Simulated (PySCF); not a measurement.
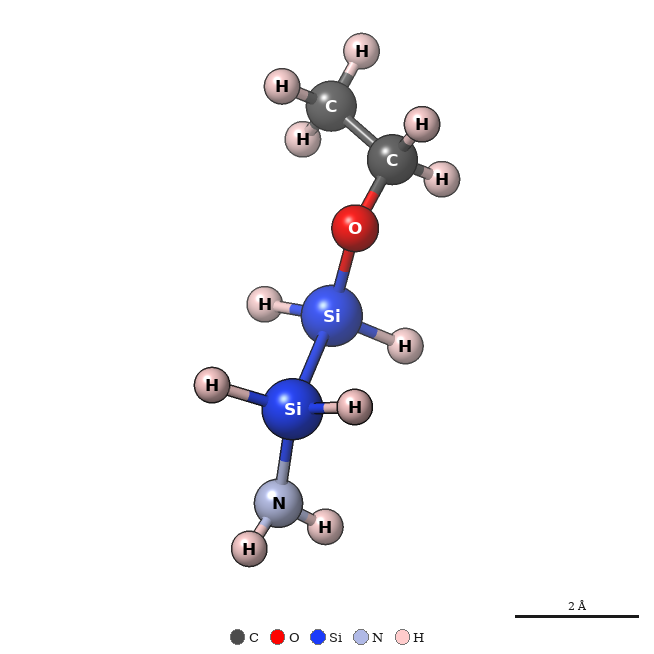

Atoms fade into the background with distance from the viewer. The computed structure is the end point of a PBE0-D3(BJ)/def2-SVP optimisation. No frequency run is at hand to confirm it as a minimum. Masses are those of the most abundant isotopes; constants are for the rigid equilibrium geometry.

Question: Classify the rotor and give the rotational constants (cm⁻¹).

Answer: An asymmetric top (C1): A = 0.251, B = 0.0273, C = 0.0264 cm⁻¹. Ray's parameter κ is −0.99, close to the prolate limit.
